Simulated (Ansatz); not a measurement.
TaNH3Cl4F: several calculations on one system

### Relaxation

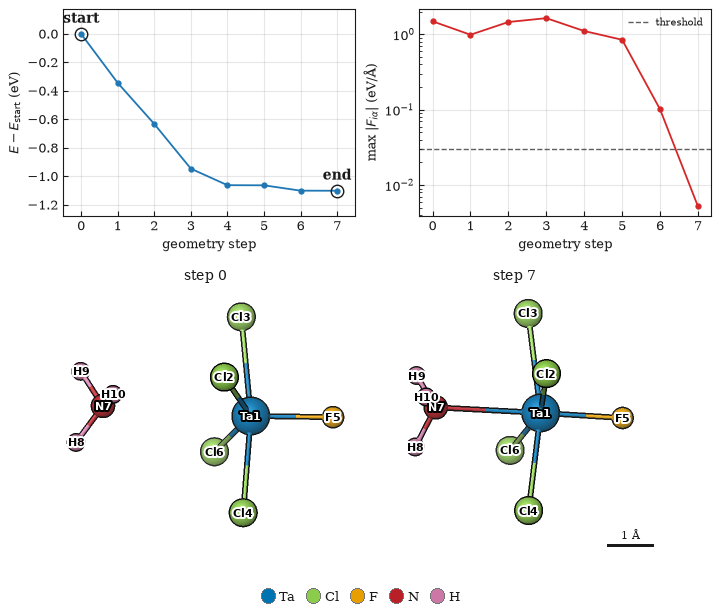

First and last geometry of a relaxation of TaNH₃Cl₄F, with the history of the run. Style: ball-and-stick. Shown at a tilt.

The run prepares an end point of a later path (reaction) calculation, from a guessed geometry.

Computed with RHF/def2-SVP (Ansatz 0.2.0). Set-up: no spin polarisation; force threshold 0.03 eV/Å; at most 50 steps.

Question: What do the curves and the structures tell?

Answer: It converged. The atom that moves furthest after the best rigid fit is H8 (0.73 Å). Largest moves by element: H 0.73 Å, Cl 0.55 Å, N 0.53 Å, Ta 0.46 Å, F 0.43 Å. Among the contacts that change: Ta1–H8 3.959 → 2.883 Å, Ta1–H9 3.899 → 2.882 Å, Ta1–N7 3.334 → 2.355 Å, Ta1–H10 3.457 → 2.881 Å. New bonds form, among them: Ta1–N7 (3.33 → 2.35 Å). Bond angles that change, for instance: Cl2–Ta1–Cl6 145.7° → 166.5°, Cl2–Ta1–F5 107.8° → 96.7°, F5–Ta1–Cl6 106.5° → 96.7°. Over 7 geometry steps the energy falls by 1.101 eV. The largest force component goes from 1.5 to 0.0052 eV/Å.

Limits of the set-up: the start holds two separate molecules, 2.6 Å apart at their closest, whose relative position is a soft coordinate and is computed without a dispersion correction; Hartree-Fock leaves out electron correlation.

### Relaxation

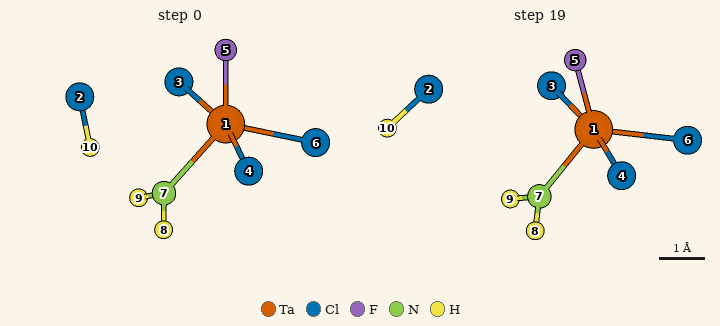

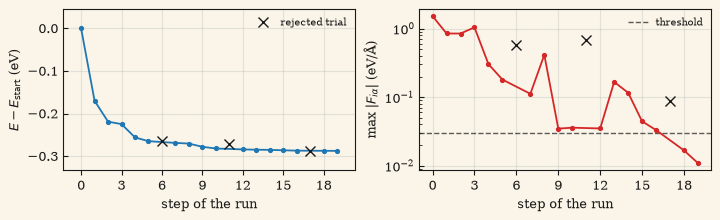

First and last geometry of a relaxation of TaNH3Cl4F, with the history of the run. A ball-and-stick model, seen at a tilt.

The run prepares an end point of a later path (reaction) calculation, from a guessed geometry.

All numbers below come from Ansatz, RHF/def2-SVP. Set-up: no spin polarisation; force threshold 0.03 eV/Å; at most 50 steps.

Question: What do the curves and the structures tell?

Answer: It converged. After 16 accepted moves (19 points after the start) the energy has fallen by 0.288 eV. Largest force component: 1.5 eV/Å at the start, 0.011 eV/Å at the end. The line search rejected the trial steps at points 6, 11, 17 of the run. H10 moves most after the best rigid fit: 1.65 Å. Largest moves by element: H 1.65 Å, N 0.39 Å, Cl 0.37 Å, F 0.33 Å, Ta 0.25 Å. Among the contacts that change: Ta1–N7 2.085 → 1.947 Å, Cl2–H10 1.323 → 1.272 Å, Ta1–Cl6 2.287 → 2.316 Å, Ta1–Cl3 2.341 → 2.357 Å. Among the angles between lasting bonds that change: F5–Ta1–N7 135.2° → 125.0°, F5–Ta1–Cl6 111.3° → 119.8°, Cl3–Ta1–Cl4 166.0° → 171.7°.

Limits of the set-up: the start holds two separate molecules, 2.3 Å apart at their closest, whose relative position is a soft coordinate and is computed without a dispersion correction; Hartree-Fock leaves out electron correlation.

### Path

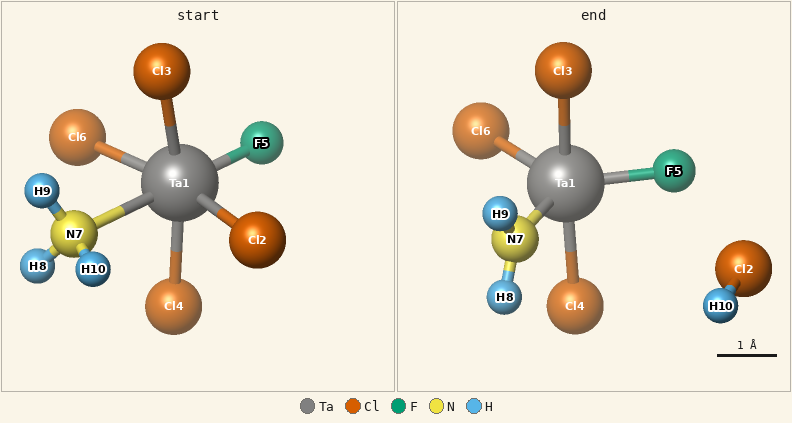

The two relaxed end points of a path for TaNH3Cl4F. The picture is a ball-and-stick view, seen from a free direction.

Theory: RHF/def2-SVP in Ansatz.

Settings: 9 movable images; climbing image; force threshold 0.05 eV/Å; iteration limit 60.

Start:
```xyz
10

Ta    0.0858   -0.0411    0.2105
Cl    2.2855    0.8226    0.1308
Cl    0.0182    0.4552    2.5205
Cl    0.4189   -0.9895   -1.9271
F    -0.7686    1.4896   -0.3639
Cl   -1.8553   -1.3610    0.4674
N     1.1528   -2.0117    0.9336
H     0.8669   -2.8103    0.3870
H     0.9411   -2.2135    1.8996
H     2.1566   -1.9369    0.8564
```

End:
```xyz
10

Ta   -0.6346   -0.5837    0.3385
Cl    3.4656    0.5451    0.2292
Cl   -0.6140    0.1461    2.5800
Cl   -0.3208   -1.3585   -1.8657
F     0.0535    1.0723   -0.1768
Cl   -2.9223   -0.9408    0.3087
N     0.4337   -2.1031    0.9231
H     0.8184   -2.7882    0.2979
H     0.7141   -2.2549    1.8752
H     4.3085   -0.3310    0.6047
```

Predict the minimum-energy path and its barrier.

Answer. The energy climbs by 2.12 eV to image 4 and then falls by 0.67 eV, so the end point sits at +1.46 eV. Breaking: N7–H10 (1.01 → 1.48 at the top → 4.27 Å), Ta1–Cl2 (2.36 → 2.88 at the top → 4.25 Å). Forming: Cl2–H10 (2.86 → 1.43 at the top → 1.27 Å). The band is converged. At the top, the vibrational analysis gives one imaginary mode (1138i cm⁻¹), as a transition state must have.

Energies of the converged images:

```tsv
image	path (Å)	E (eV)
0	0.00	0.000
1	0.45	0.053
2	0.89	0.290
3	1.34	1.064
4	1.79	2.124
5	2.30	1.761
6	2.81	1.577
7	3.31	1.505
8	3.82	1.476
9	4.33	1.463
10	4.83	1.458
```

The geometry at the top of the path:

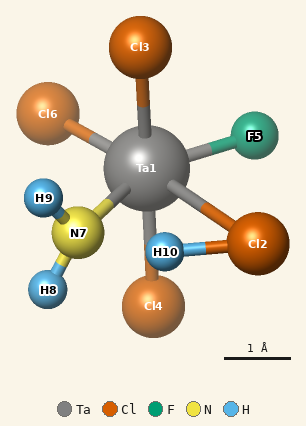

Limits of the set-up: Hartree-Fock leaves out electron correlation.

Cost: 7.8 min on 4 threads of Arm Neoverse V1 (shared host), peak memory 0.5 GiB.
